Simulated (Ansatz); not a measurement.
The starting structures come from a database of crystals and need not be the phases stable at ambient conditions.

 Where the default PAW files enter, the runs use the earlier of Ansatz's two default sets.

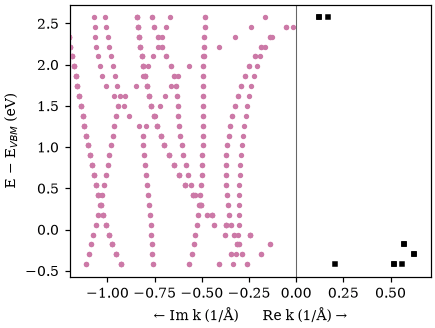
*Complex bands at the centre of the two-dimensional zone; r2SCAN in Ansatz (a program for electronic structure)*

No gap correction and no spin-orbit coupling; mid-gap values are interpolated between computed energies.

**Question.** This is TaAgO₃ (R-3c, not sure to be the ambient phase, 10 atoms a cell, 12.5 Å³ an atom, -7 GPa at this level) along the normal of (001). Read off the slowest decay at the centre of the two-dimensional zone at 1.14 eV, the computed energy nearest the middle of the gap.

**Answer.** κ ≈ 0.28 1/Å, a decay length 1/(2κ) of the density of 1.8 Å.
